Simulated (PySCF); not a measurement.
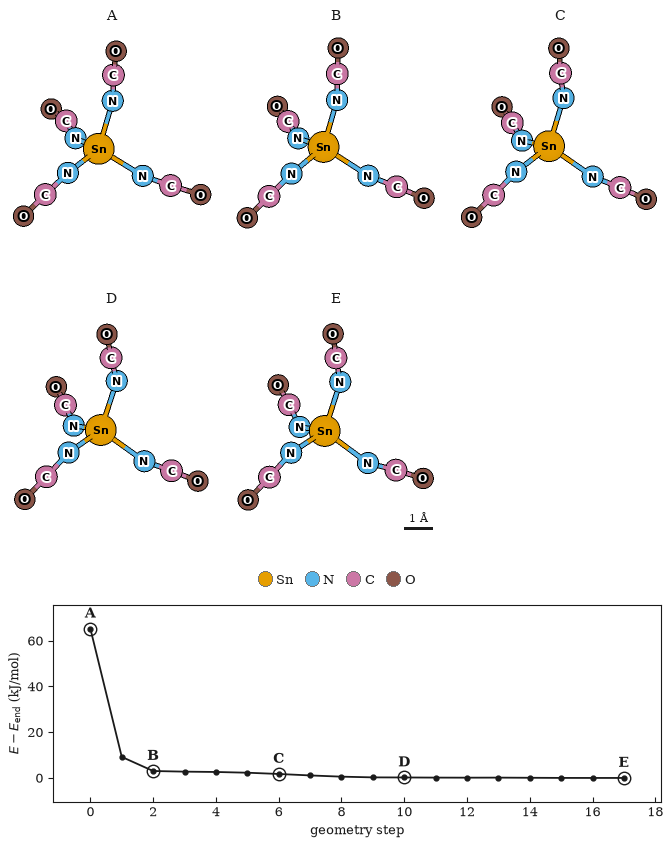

Frames of a relaxation of SnC₄N₄O₄, marked on the history of the run. The picture is a ball-and-stick view, seen from a free direction.

The start comes from GFN2-xTB. Its atoms were then displaced at random by about 0.03 Å.

The calculation used PBE0-D3(BJ)/def2-SVP geometry optimisation, gas phase in PySCF 2.14.0, density-fitted response routines. 

What happens along the run?

Over 17 geometry steps the energy falls by 65.3 kJ/mol. The largest move after the best rigid fit is that of an O atom, 0.35 Å. Largest moves by element: O 0.35 Å, N 0.25 Å, C 0.12 Å, Sn 0.10 Å. Among the contacts that change: N–Sn 1.905 → 1.985 Å, C–N 1.160 → 1.208 Å, N–Sn 2.028 → 1.984 Å, C–O 1.200 → 1.163 Å. Bond angles that change, for instance: Sn–N–C 162.7° → 145.9°, Sn–N–C 158.4° → 142.1°, Sn–N–C 162.2° → 148.0°. The run took 4.3 min on 1 thread of AMD EPYC 9R45 96-Core Processor (shared host). From step 0 to 2: an O atom moves most (0.16 Å), energy −62.3 kJ/mol. From step 2 to 6: an O atom moves most (0.16 Å), energy −1.30 kJ/mol. From step 6 to 10: an O atom moves most (0.18 Å), energy −1.53 kJ/mol. From step 10 to 17: an O atom moves most (0.14 Å), energy −0.21 kJ/mol.

```tsv
step	E − E(0), kJ/mol
0	0.00
1	-56.10
2	-62.27
3	-62.55
4	-62.69
5	-63.02
6	-63.57
7	-64.20
8	-64.74
9	-65.06
10	-65.10
11	-65.16
12	-65.19
13	-65.16
14	-65.23
15	-65.29
16	-65.30
17	-65.30
```
